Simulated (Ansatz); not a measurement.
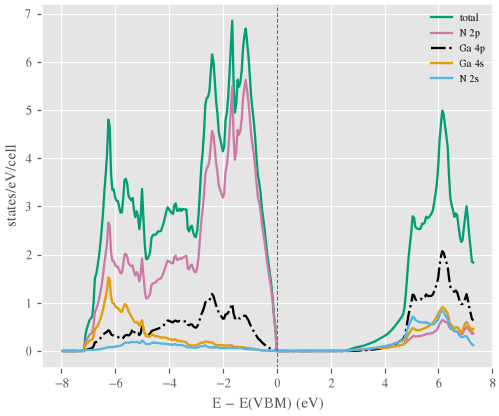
Fig. 1. Total and projected density of states of GaN in space group P4_2/mnm (No. 136; Ga on 4g, N on 4f), r²SCAN (plane waves, PAW; program Ansatz)

Which orbitals carry the states next to the gap?

Top 1 eV of the valence band: N 2p 88 %, Ga 4p 7 %. Bottom 1 eV of the conduction band: N 2s 37 %, Ga 4s 37 %, N 2p 14 %, Ga 4p 11 %. Projections are on Löwdin-orthogonalised atomic valence shells; empty p or d shells of many metals are not among them.

Where is the tallest occupied peak in this window, and what makes it?

Near -1.7 eV, about 6.9 states/eV per cell; the largest projected share is N 2p.

The start of the workflow was typed in or built on a structure type; neither database checked (COD, Materials Project) lists it. It is not the phase usual at ambient conditions (space group No. 186, 216). The r²SCAN relaxation kept the symmetry of its start; its stability against distortions is not shown here. Scalar-relativistic: spin–orbit coupling is off unless named, which matters more the heavier the elements.

Potentials: the later of the program's two PAW sets.
